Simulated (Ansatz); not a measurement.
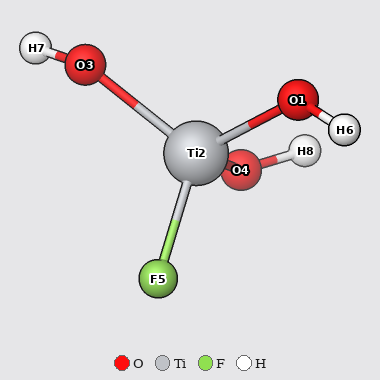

The system is FH3O3Ti, SMILES [OH][Ti]([OH])([OH])[F]; the picture shows the reference structure. The first coordinate is: angle H6–O1–Ti2; the second: dihedral H6–O1–Ti2–O3. Nothing is relaxed (all other coordinates rigid). The grid has 9 × 9 points. Points are written as (first, second). All energies are given in meV relative to the lowest grid point. Method: Ansatz, RKS B3LYP-D4/def2-SVP.

Its coordinates:

```xyz
8

O    -1.0668    1.0877    0.7218
Ti    0.1464    0.1638   -0.2020
O     1.6291    0.0157    0.7885
O    -0.4625   -1.4614   -0.6134
F     0.5054    1.0052   -1.7085
H    -1.6685    1.8067    0.4953
H     2.2609   -0.7118    0.8410
H    -1.2517   -1.9628   -0.3784
```

Range: angle H6–O1–Ti2 from 108.6 to 158.6°; dihedral H6–O1–Ti2–O3 from −180 to 140°.

> What will the energy surface look like?

The lowest grid point is at (133.6°, 20°). The bottom of the well lies between grid points, at about (133°, 5°), about 2.5 meV lower on the interpolated surface. There is a further well near (133.6°, 140°) (20 meV above the lowest at that grid point). The highest grid point, (108.6°, −100°), lies 216 meV above the lowest. On the interpolated surface the easiest way out of the lowest well to the well at (133.6°, 140°) passes a barrier of about 26 meV, counted from the interpolated bottom of the well. Round the minimum the two coordinates are weakly coupled (coupling −0.13 in units of the two stiffnesses).

```tsv
dihedral H6–O1–Ti2–O3 ↓, angle H6–O1–Ti2 →	108.6	114.8	121.1	127.3	133.6	139.8	146.1	152.3	158.6
140	98	59	35	23	20	23	30	39	49
100	117	75	47	31	24	23	27	34	43
60	114	71	42	25	18	17	21	28	37
20	82	42	17	4	0	3	11	22	34
−20	80	43	19	8	6	10	18	29	41
−60	146	105	77	60	52	50	52	56	61
−100	216	171	137	114	99	89	83	80	78
−140	197	153	122	101	89	82	78	77	77
−180	125	85	60	47	42	43	48	55	61
```

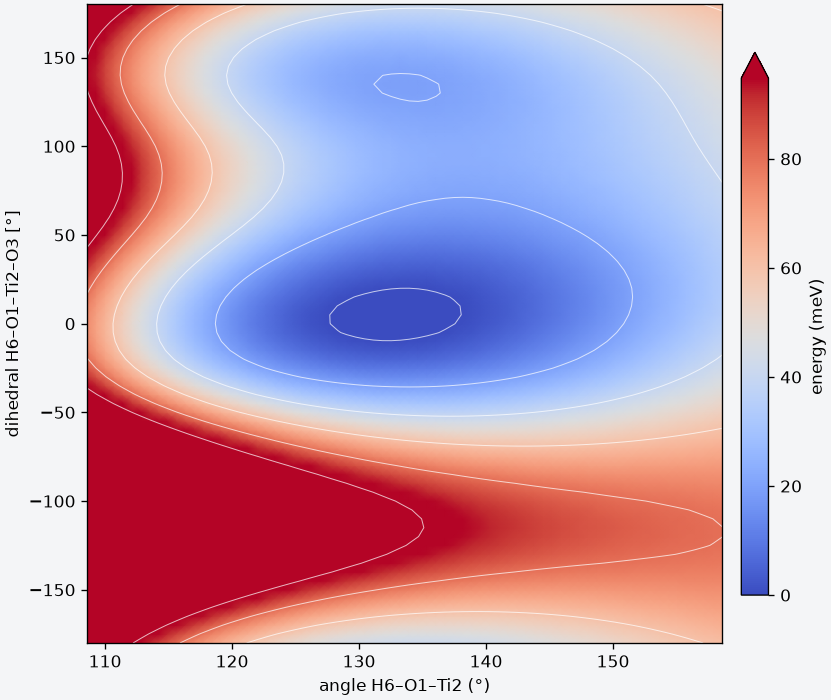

The picture shows a smooth colour map with a few white contour lines, one colour for all values above the top of the scale. Between grid points the surface is interpolated.

Each point was launched as `ansatz run input.yaml --threads 1 --pin off --max-ram 2560MiB --backend cpu --events-out ev --progress --plain --runs-dir out`. The whole map (81 points run) took 13 min on 1 thread of Arm Neoverse V1, with other jobs on the host.
